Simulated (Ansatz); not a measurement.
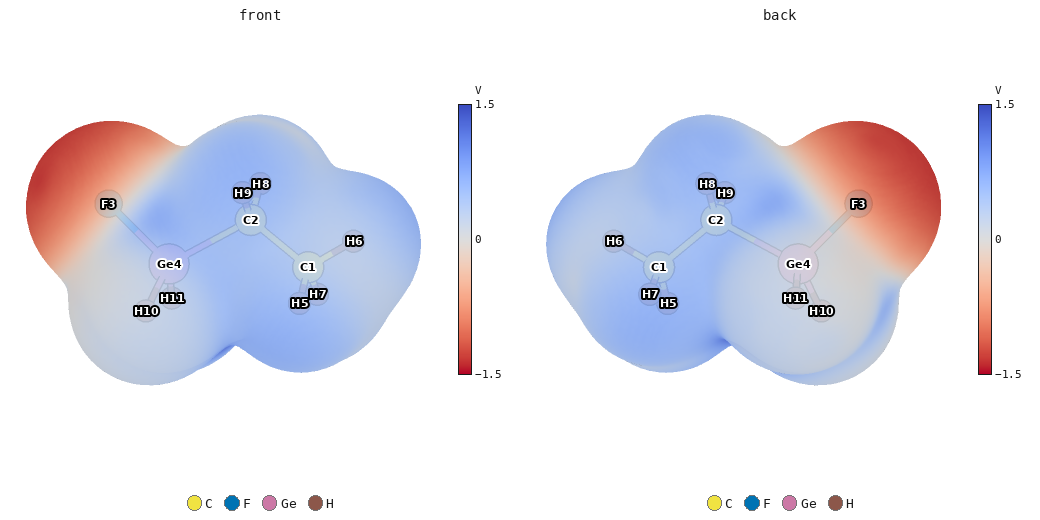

The picture shows: C₂H₇FGe (SMILES C[CH2][GeH2][F]). The electrostatic potential painted on the density surface at 0.001 e/bohr³, seen from the front and from behind; red is negative and blue positive.

Geometry: B3LYP-D3(BJ)/def2-SVP.

All numbers below come from isolated molecule in a Gaussian basis; Kohn-Sham density functional theory, functional PBE0 in Ansatz 0.2.0.

```json
{"atom": "C", "x (Å)": "-0.1848", "y (Å)": "0.1088", "z (Å)": "0.6513"}
{"atom": "C", "x (Å)": "0.8908", "y (Å)": "-0.9822", "z (Å)": "0.6289"}
{"atom": "F", "x (Å)": "3.0745", "y (Å)": "-2.3230", "z (Å)": "-0.9225"}
{"atom": "Ge", "x (Å)": "1.8928", "y (Å)": "-1.0299", "z (Å)": "-1.0533"}
{"atom": "H", "x (Å)": "0.2496", "y (Å)": "1.1136", "z (Å)": "0.5202"}
{"atom": "H", "x (Å)": "-0.7317", "y (Å)": "0.1129", "z (Å)": "1.6079"}
{"atom": "H", "x (Å)": "-0.9293", "y (Å)": "-0.0351", "z (Å)": "-0.1490"}
{"atom": "H", "x (Å)": "0.4480", "y (Å)": "-1.9810", "z (Å)": "0.7754"}
{"atom": "H", "x (Å)": "1.6212", "y (Å)": "-0.8380", "z (Å)": "1.4418"}
{"atom": "H", "x (Å)": "2.6990", "y (Å)": "0.2632", "z (Å)": "-1.3024"}
{"atom": "H", "x (Å)": "1.0039", "y (Å)": "-1.3833", "z (Å)": "-2.2653"}
```

Q: Which sites attract a positive test charge, and which a negative one?

A: A positive charge is drawn to the negative regions and a negative charge to the positive ones. The most negative region (about −1.3 V, or −30 kcal/mol for a unit charge) lies over F3, the most positive (about +1.1 V, or +25 kcal/mol for a unit charge) over Ge4.
